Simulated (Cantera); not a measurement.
Input: 1 mol TEOS, 0.44 mol CO₂, 200 mol N₂, equilibrated at 13300 Pa.

Cantera equilibrium calculation (NASA polynomials, part measured and part estimated; ideal gas, pure solids and liquids). Candidate condensed phases: C, C₆H₆, C₇H₈, C₈H₁₈, H₂O, Si, SiC, SiO₂, Si₂N₂O, Si₃N₄; 151 gas species. The feed counts by its element totals alone. N₂ is the only nitrogen source here; it is nearly inert below about 1500 K, so the nitride shown seldom forms there in practice. Mutual solubility and eutectic melting of coexisting phases are not modelled. Kinetics and transport are ignored.

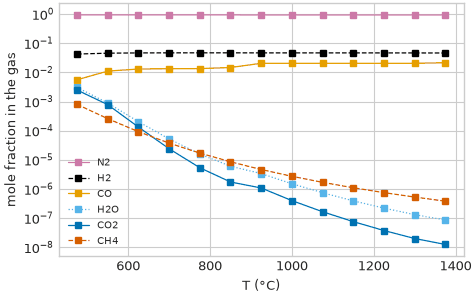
Fig. 1. Equilibrium gas composition (values under 1e-9 drawn at 1e-9)

From 475 °C to 550 °C the condensed part is C(graphite) + SiO₂(α-quartz). From 625 °C to 775 °C the condensed part is C(graphite) + SiO₂(β-quartz). At 850 °C the condensed part is C(graphite) + SiO₂(β-quartz) + Si₂N₂O(s). From 925 °C to 1300 °C the condensed part is C(graphite) + Si₂N₂O(s). At 1375 °C the condensed part is C(graphite) + SiC(s) + Si₂N₂O(s).
